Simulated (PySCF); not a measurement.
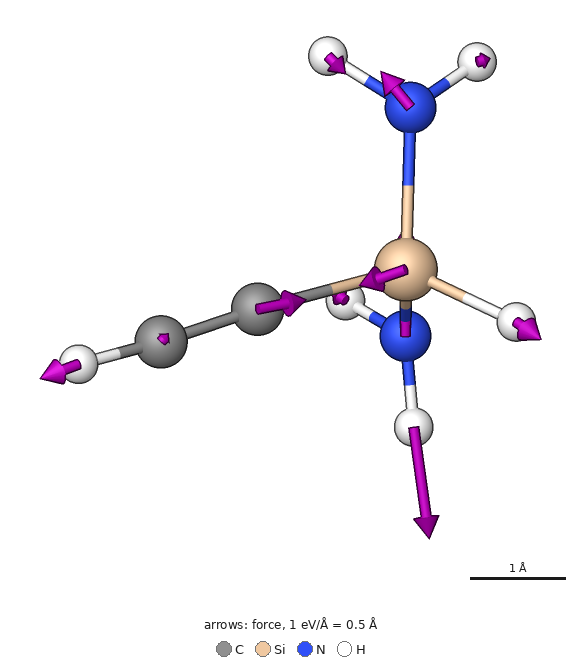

Starting geometry of C₂H₆N₂Si with the computed forces as purple arrows. Style: ball-and-stick. Shown from a free direction.

The start comes from GFN2-xTB. Its atoms were then displaced at random by about 0.01 Å.

The calculation used PBE0-D3(BJ)/def2-SVP geometry optimisation, gas phase in PySCF 2.14.0, density-fitted response routines. 

> What follows when this structure is relaxed?

It isn't relaxed: the largest force vector, on an N atom, is 2.45 eV/Å. The final displacements have little in common with the starting forces (cosine between the two patterns 0.12). Over 15 geometry steps the energy falls by 15.8 kJ/mol. The largest move after the best rigid fit is that of an H atom, 0.57 Å. By element the largest moves are H 0.57 Å, N 0.28 Å, Si 0.10 Å, C 0.08 Å. Some distances before and after: H–Si 1.450 → 1.496 Å, H–N 0.970 → 1.014 Å, C–H 1.053 → 1.076 Å, N–Si 1.741 → 1.720 Å. Among the angles between lasting bonds that change: N–Si–H 111.0° → 118.3°, N–Si–N 113.6° → 108.1°, C–C–H 175.2° → 179.9°.
